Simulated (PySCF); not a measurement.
```yaml
atoms:
  - { symbol: Ru, position_ang: [0.0000, 0.0000, -0.6231] }
  - { symbol: Cl, position_ang: [0.0000, 0.0000, 1.8159] }
```

Core potentials replace the inner electrons of Ru.

Theory: PBE0/def2-TZVPPD, non-relativistic Hamiltonian with scalar-relativistic core potentials where named, at a bond length of 2.439 Å in PySCF 2.14.0.

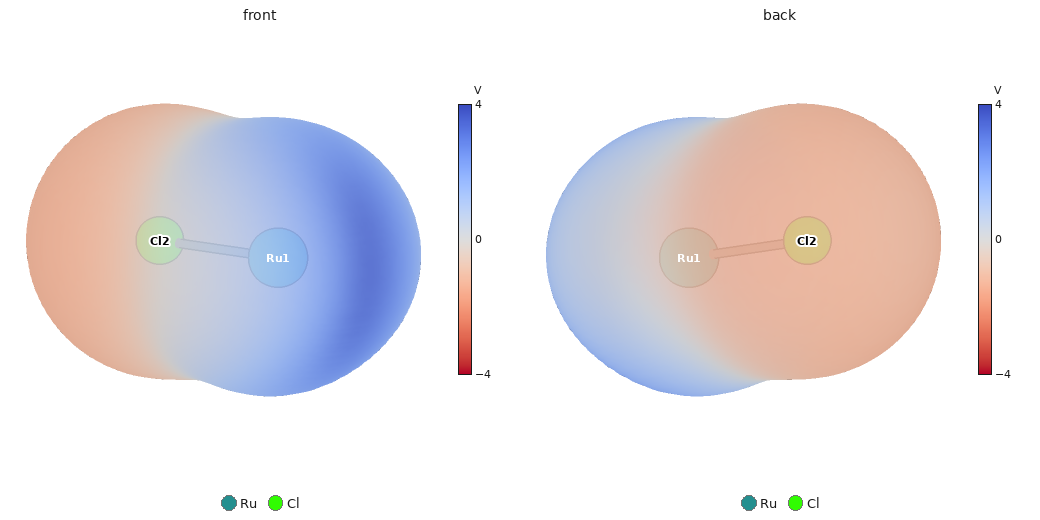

RuCl (quartet). The electrostatic potential painted on the density surface at 0.001 e/bohr³, seen from the front and from behind; the colour scale runs from red (negative) to blue (positive).

Question: Where is the surface potential most negative and most positive?

Answer: The most negative region (about −1.3 V, or −30 kcal/mol for a unit charge) lies over Cl2, the most positive (about +3.3 V, or +76 kcal/mol for a unit charge) over Ru1.
